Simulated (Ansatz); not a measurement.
## Electronic structure of C$_{2}$H$_{4}$AlFO in real space

```xyz
9

O    -0.5607    1.9204   -0.0595
Al    0.3085    0.7616   -0.9469
C     0.3803   -0.9732   -0.1238
C    -0.2250   -1.1530    1.0414
F    -0.2299   -2.3231    1.6917
H    -0.6813    2.8247   -0.3420
H     0.9828    1.1327   -2.3291
H     0.8891   -1.8375   -0.5461
H    -0.7751   -0.3989    1.5973
```

Geometry: PBE0-D4/def2-TZVP.

Theory: RKS PBE0-D4/def2-TZVPP in Ansatz.

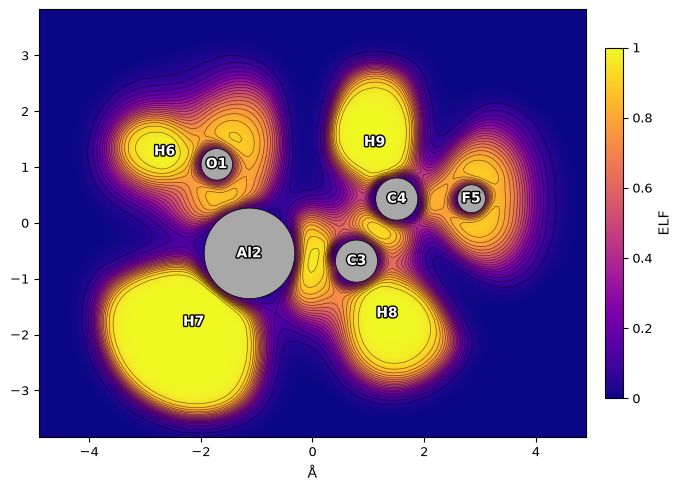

Figure 1. Electron localisation function on the molecular plane. Grey discs cover the atomic cores.

What do the fields say about this system?

Answer. The plane passes through O, Al, C, F and H nuclei.
C–C (1.33 Å): the ELF peaks at about 0.95 between the atoms; a short, multiple covalent bond.
C–F (1.34 Å): the ELF peaks at about 0.80 between the atoms: a shared but strongly polarised pair.
Al–O (1.70 Å): the ELF peaks at about 0.85 in the valence shell of O, 0.6 Å from its nucleus, and is about 0.50 at the midpoint.
C–Al (1.92 Å): the ELF peaks at about 0.95 between the atoms, as expected for a polar covalent bond.
O–H (0.96 Å): the ELF climbs to about 1 towards the hydrogen, as it does in any bond to H (an ordinary covalent bond to hydrogen).
The ELF also peaks beside F5 and O1, away from the bonds: lone-pair regions.

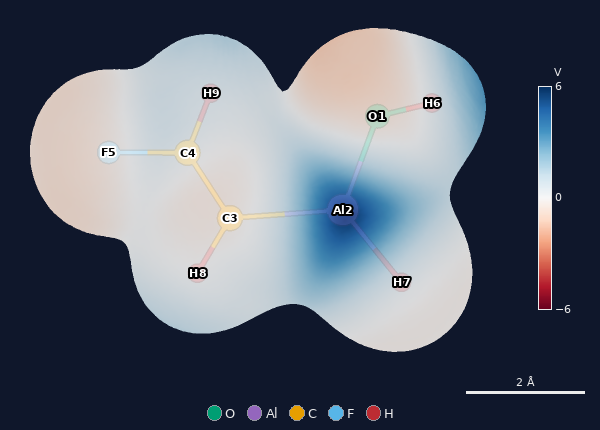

Figure 2. The molecular electrostatic potential painted on the density surface at 0.004 e/bohr³, seen across its widest extent; the colour scale runs from red (negative) to blue (positive).

Where is the surface potential most negative and most positive?

Answer. The most negative region (about −1.4 V) lies over O1, the most positive (about +5.3 V) over Al2. O1 is the likeliest acceptor of a hydrogen bond.

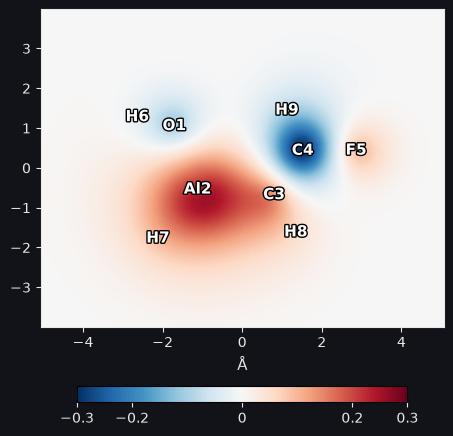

Figure 3. The LUMO on a plane 0.8 Å above the molecular plane (values in Å⁻³ᐟ²; the overall sign is arbitrary).

What is the character of this orbital?

Answer. By Hirshfeld shares it lies mainly on Al2 (about 50 %), C4 (about 20 %) and C3 (about 15 %); it changes sign across the molecular plane (π type); π-antibonding (a node) across C3–C4. Its energy is −1.12 eV.

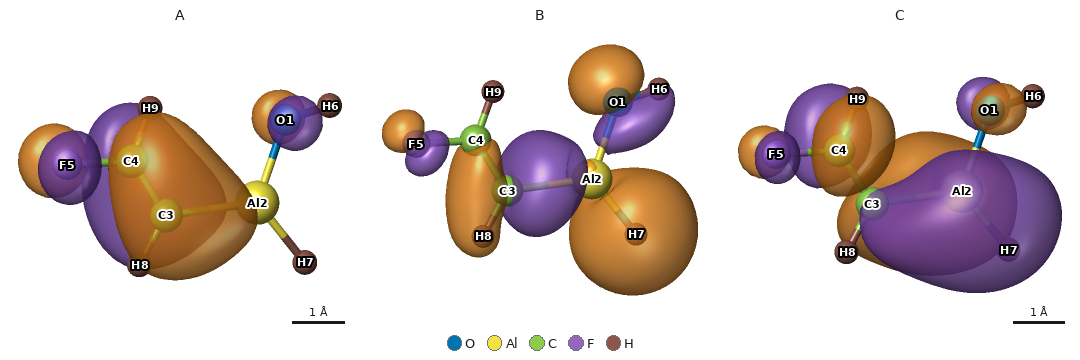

Figure 4. Three frontier orbitals at ±0.08 Å⁻³ᐟ² (orange and purple are the two phases), in no order.

Which picture is the HOMO−1, the HOMO and the LUMO?

Answer. B is the HOMO−1 (−8.55 eV). By Hirshfeld shares it lies mainly on H7 (about 35 %), Al2 (about 25 %), C3 (about 20 %) and O1 (about 15 %); it is symmetric in the molecular plane (an in-plane orbital: σ, lone-pair or in-plane π type). A is the HOMO (−7.81 eV). By Hirshfeld shares it lies mainly on C3 (about 40 %), C4 (about 30 %) and F5 (about 15 %); it changes sign across the molecular plane (π type); π-bonding across C3–C4; π-antibonding (a node) across C4–F5. C is the LUMO (−1.12 eV). It lies mainly on Al2 (about 50 %), C4 (about 20 %) and C3 (about 15 %); it changes sign across the molecular plane (π type); π-antibonding (a node) across C3–C4.

What is the HOMO–LUMO gap?

Answer. 6.69 eV between the orbital energies.
